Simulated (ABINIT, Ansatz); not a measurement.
**ZrB2 (P6/mmm): zone-centre phonons**

Aim: the zone-centre modes of ZrB2 (P6/mmm).

Program: ABINIT 10.8.3. Level of theory: DFT LDA, scalar-relativistic, plane waves, JTH PAW pseudopotentials. Results are calculated unless marked as measured.

### 1. Starting point

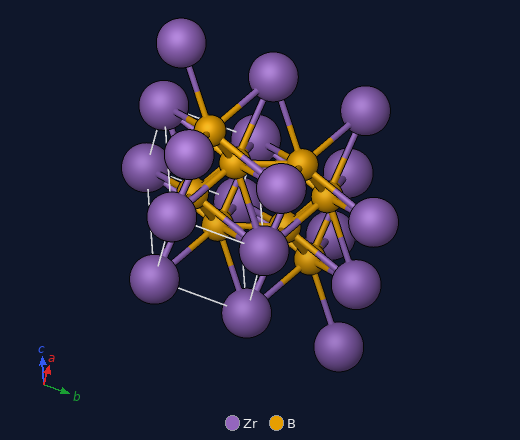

The cell as given, from a free direction (zirconium purple, boron orange). 2×2×1 cells are drawn. Some periodic images of atoms are drawn too.

### 2. Relaxing the cell and atoms

The harmonic expansion starts where the forces on the atoms vanish, and stress shifts the frequencies, so cell and atoms are relaxed with tight thresholds.

The starting cell comes from a relaxation made beforehand in Ansatz (LDA, PAW).

File relax.abi:

```
# relaxation
ionmov 2
optcell 2
ecutsm 0.5
dilatmx 1.08
ntime 40
tolmxf 2.0d-06
tolvrs 1.0d-14
prtwf 0
prtden 0
chksymtnons 0

# basis, mesh and filling
ecut 18.0
pawecutdg 36.0
ngkpt 9 9 8
nshiftk 1
shiftk 0.0 0.0 0.0
istwfk *1
occopt 7
tsmear 0.01
nband 15
nstep 100
diemac 1000000.0
prtebands 0
prtgsr 0

# cell and atoms
acell 3*1.0 Angstrom
rprim 
    3.132370171 0.0 0.0
    -1.566185085 2.712712142 0.0
    0.0 0.0 3.490005337
ntypat 2
znucl 40 5
natom 3
typat 1 2 2
xred 
    0.0 0.0 0.0
    1/3 2/3 0.5
    2/3 1/3 0.5
pp_dirpath "./pseudo"
pseudos "Zr.xml, B.xml"
```

Run with:

```console
OMP_NUM_THREADS=1 mpirun -n 4 abinit relax.abi > relax.log
```

Numbers of over 12 decimals in the logs are rounded to 6 here.

relax.abo, the main output file:

```text
[banners, grids, parts of the stress and lines that vanish by symmetry left out]
- input  file    -> relax.abi
- output file    -> relax.abo
- root for input  files -> relaxi
[...]
Symmetries : space group P6/m m m (#191); Bravais hP (primitive hexag.)
[...]
mpw =         942          nfft =       21870          nkpt =          60
[...]
== DATASET  1 ==================================================================
[...]
cutoff_energies: {ecut:  18.0, pawecutdg:  36.0, }
[...]
ETOT  1  -53.535742437078    -5.354E+01 3.309E-01 1.508E+01
 ETOT  2  -53.556526079523    -2.078E-02 6.067E-02 8.868E-01
 ETOT  3  -53.556380534703     1.455E-04 5.865E-03 1.489E-01
 ETOT  4  -53.556346281273     3.425E-05 3.971E-03 4.011E-04
 ETOT  5  -53.556347277596    -9.963E-07 2.181E-03 5.581E-05
[...]
At SCF step   14       nres2   =  1.44E-15 < tolvrs=  1.00E-14 =>converged.
[...]
sigma(1 1)= -5.00618478E-06  sigma(3 2)=  0.00000000E+00
  sigma(2 2)= -5.00618367E-06  sigma(3 1)=  0.00000000E+00
  sigma(3 3)=  1.29670252E-06  sigma(2 1)= -1.94774638E-12
[...]
convergence: {deltae:  2.913E-13, res2:  1.441E-15, residm:  2.506E-05, diffor: null, }
etotal    :  -5.35563473E+01
[...]
ETOT  1  -53.556347746725    -5.356E+01 2.020E-05 9.805E-05
[...]
At SCF step    9       nres2   =  3.33E-15 < tolvrs=  1.00E-14 =>converged.
[...]
sigma(1 1)= -1.80769758E-06  sigma(3 2)=  0.00000000E+00
  sigma(2 2)= -1.80769647E-06  sigma(3 1)=  0.00000000E+00
  sigma(3 3)=  2.12825348E-06  sigma(2 1)= -1.94732238E-12
[...]
convergence: {deltae: -3.340E-13, res2:  3.327E-15, residm:  2.491E-06, diffor: null, }
etotal    :  -5.35563475E+01
[...]
ETOT  1  -53.556347690327    -5.356E+01 1.956E-06 4.462E-05
[...]
At SCF step    8       nres2   =  8.70E-15 < tolvrs=  1.00E-14 =>converged.
[...]
sigma(1 1)=  1.86045316E-07  sigma(3 2)=  0.00000000E+00
  sigma(2 2)=  1.86046426E-07  sigma(3 1)=  0.00000000E+00
  sigma(3 3)=  1.44506767E-06  sigma(2 1)= -1.94724940E-12
[...]
convergence: {deltae:  2.487E-13, res2:  8.701E-15, residm:  6.556E-07, diffor: null, }
etotal    :  -5.35563476E+01
[...]
ETOT  1  -53.556347594836    -5.356E+01 4.964E-07 6.096E-06
[...]
At SCF step    8       nres2   =  1.64E-15 < tolvrs=  1.00E-14 =>converged.
[...]
sigma(1 1)=  2.77679427E-07  sigma(3 2)=  0.00000000E+00
  sigma(2 2)=  2.77680538E-07  sigma(3 1)=  0.00000000E+00
  sigma(3 3)=  5.56413645E-07  sigma(2 1)= -1.94738515E-12
[...]
convergence: {deltae:  5.755E-13, res2:  1.643E-15, residm:  1.695E-07, diffor: null, }
etotal    :  -5.35563476E+01
[...]
ETOT  1  -53.556347584487    -5.356E+01 1.277E-07 2.254E-06
[...]
At SCF step    8       nres2   =  1.86E-15 < tolvrs=  1.00E-14 =>converged.
[...]
sigma(1 1)=  5.93518873E-08  sigma(3 2)=  0.00000000E+00
  sigma(2 2)=  5.93529982E-08  sigma(3 1)=  0.00000000E+00
  sigma(3 3)=  3.22048833E-08  sigma(2 1)= -1.94749291E-12
[...]
convergence: {deltae:  3.482E-13, res2:  1.856E-15, residm:  4.485E-08, diffor: null, }
etotal    :  -5.35563476E+01
[...]
ETOT  1  -53.556347578096    -5.356E+01 3.413E-08 3.260E-08
[...]
ETOT  6  -53.556347578011    -1.066E-13 1.509E-08 1.278E-14
 ETOT  7  -53.556347578011     5.898E-13 2.655E-08 2.260E-16
 At SCF step    7       nres2   =  2.26E-16 < tolvrs=  1.00E-14 =>converged.
[...]
sigma(1 1)=  5.34434132E-09  sigma(3 2)=  0.00000000E+00
  sigma(2 2)=  5.34545221E-09  sigma(3 1)=  0.00000000E+00
  sigma(3 3)= -9.51346736E-10  sigma(2 1)= -1.94750182E-12
[...]
convergence: {deltae:  5.898E-13, res2:  2.260E-16, residm:  2.655E-08, diffor: null, }
etotal    :  -5.35563476E+01
[...]
At Broyd/MD step   6, gradients are converged :
[...]
sigma(1 1)=  5.34434132E-09  sigma(3 2)=  0.00000000E+00
  sigma(2 2)=  5.34545221E-09  sigma(3 1)=  0.00000000E+00
  sigma(3 3)= -9.51346736E-10  sigma(2 1)= -1.94750182E-12
[...]
- sigma(1 1)=  1.57235950E-04  sigma(3 2)=  0.00000000E+00
- sigma(2 2)=  1.57268634E-04  sigma(3 1)=  0.00000000E+00
- sigma(3 3)= -2.79895873E-05  sigma(2 1)= -5.72974818E-08
[...]
fcart      6.0635369351E-29 -1.0502354047E-28 -0.0000000000E+00
           strten      5.3443413167E-09  5.3454522145E-09 -9.5134673576E-10
================================================================================

[key lines of the parts left out:]
pressure_GPa:  -9.5505E-05
Total energy DC (eV): -9.91654808366743E+04
```

Run time: 79 s. Hardware: 4 MPI ranks of Arm Neoverse N1, shared host; 5.3 min of CPU time.

Little changed from the start: no atom moved by 0.005 Å and no cell edge by 0.1 %.

Numbers from this step:

| Property | Result |
| --- | --- |
| volume per atom | 9.888 Å³ |
| pressure | -9.55e-5 GPa |
| gap on the k-mesh | 0 eV |

### 3. Self-consistent run for the response

The response is built on these wavefunctions, so the potential is converged far more tightly than an energy would need. Occupations are smeared.

File gs.abi:

```
# ground state
tolvrs 1.0d-16
prtden 1
prtwf 1

# basis, mesh and filling
ecut 18.0
pawecutdg 36.0
ngkpt 9 9 8
nshiftk 1
shiftk 0.0 0.0 0.0
istwfk *1
occopt 7
tsmear 0.01
nband 15
nstep 100
diemac 1000000.0
prtebands 0
prtgsr 0

# cell and atoms
acell 3*1.0 Angstrom
rprim 
    3.133235062 0.0 0.0
    -1.566617531 2.713461159 0.0
    0.0 0.0 3.489125603
ntypat 2
znucl 40 5
natom 3
typat 1 2 2
xred 
    0.0 0.0 0.0
    1/3 2/3 0.5
    2/3 1/3 0.5
pp_dirpath "./pseudo"
pseudos "Zr.xml, B.xml"
```

Run with:

```console
OMP_NUM_THREADS=1 mpirun -n 4 abinit gs.abi > gs.log
```

gs.abo, the main output file:

```text
[banners, grids, parts of the stress and lines that vanish by symmetry left out]
- input  file    -> gs.abi
- output file    -> gs.abo
- root for input  files -> gsi
[...]
Symmetries : space group P6/m m m (#191); Bravais hP (primitive hexag.)
[...]
mpw =         745          nfft =       15552          nkpt =          60
[...]
== DATASET  1 ==================================================================
[...]
cutoff_energies: {ecut:  18.0, pawecutdg:  36.0, }
[...]
ETOT  1  -53.548500426496    -5.355E+01 3.275E-01 1.066E+01
 ETOT  2  -53.556556207486    -8.056E-03 3.351E-02 6.098E-01
 ETOT  3  -53.556409144785     1.471E-04 1.352E-02 1.002E-01
 ETOT  4  -53.556379236100     2.991E-05 4.737E-03 2.851E-04
 ETOT  5  -53.556380099250    -8.631E-07 1.895E-03 3.463E-05
[...]
ETOT 14  -53.556380097407    -2.132E-13 2.804E-05 1.120E-15
 ETOT 15  -53.556380097407     2.416E-13 2.302E-05 3.816E-17
 At SCF step   15       nres2   =  3.82E-17 < tolvrs=  1.00E-16 =>converged.
[...]
sigma(1 1)=  8.30444279E-06  sigma(3 2)=  0.00000000E+00
  sigma(2 2)=  8.30444840E-06  sigma(3 1)=  0.00000000E+00
  sigma(3 3)=  9.25060782E-06  sigma(2 1)=  0.00000000E+00
[...]
convergence: {deltae:  2.416E-13, res2:  3.816E-17, residm:  2.302E-05, diffor: null, }
etotal    :  -5.35563801E+01
[...]
sigma(1 1)=  8.30444279E-06  sigma(3 2)=  0.00000000E+00
  sigma(2 2)=  8.30444840E-06  sigma(3 1)=  0.00000000E+00
  sigma(3 3)=  9.25060782E-06  sigma(2 1)=  0.00000000E+00
[...]
- sigma(1 1)=  2.44325142E-01  sigma(3 2)=  0.00000000E+00
- sigma(2 2)=  2.44325307E-01  sigma(3 1)=  0.00000000E+00
- sigma(3 3)=  2.72162279E-01  sigma(2 1)=  0.00000000E+00
[...]
fcart      1.2127073860E-28  7.0015693595E-29 -0.0000000000E+00
           strten      8.3044427879E-06  8.3044484005E-06  9.2506078239E-06
================================================================================

[key lines of the parts left out:]
pressure_GPa:  -2.5360E-01
Total energy DC (eV): -9.91654817215722E+04
```

Elapsed: 17 s, on 4 MPI ranks.

Read from the output:

| Item | Value |
| --- | --- |
| pressure | -0.2536 GPa |

The cell stands at -0.25 GPa: the relaxation ran with a smoothed cutoff, and the difference is a stress of the finite basis.

[end of part 1 of 2]

[Host names and launcher messages were left out of these logs when they were recorded.]

[Logs are printed without paths, hosts, clocks, repeated set-up lines and the standing remarks that a program may print on its own settings, such as how far it seeks lower states.]

[Hosts, paths, dates, database ids (printed as entryN), source tags and the programs' standing remarks are cut or masked in the printed files.]
